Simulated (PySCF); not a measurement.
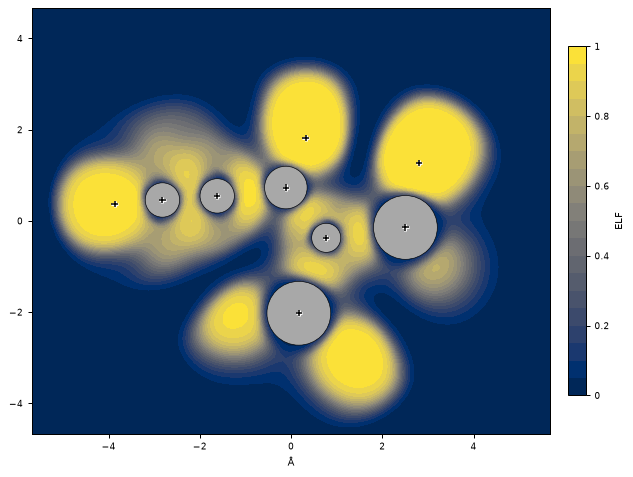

The electron localisation function on a plane through atoms (crosses mark nuclei in the plane; grey discs cover the cores).

These are results of PySCF, CAM-B3LYP/def2-SVPD, SCF density, gas phase, not measurements.

Candidates:
A. C₆H₇F₃
B. C₂H₈BNSi₂ (SMILES C#CBN([SiH3])[SiH3])

### Which system is this?

Candidate B: C₂H₈BNSi₂ on the plane of atoms C2, B3 and N4, which holds C, B, N, Si and H. C–C (1.20 Å): the ELF peaks at about 0.85 between the atoms: a short, multiple covalent bond. B–N (1.41 Å): the ELF peaks at about 0.90 between the atoms: a short, strongly polar bond.
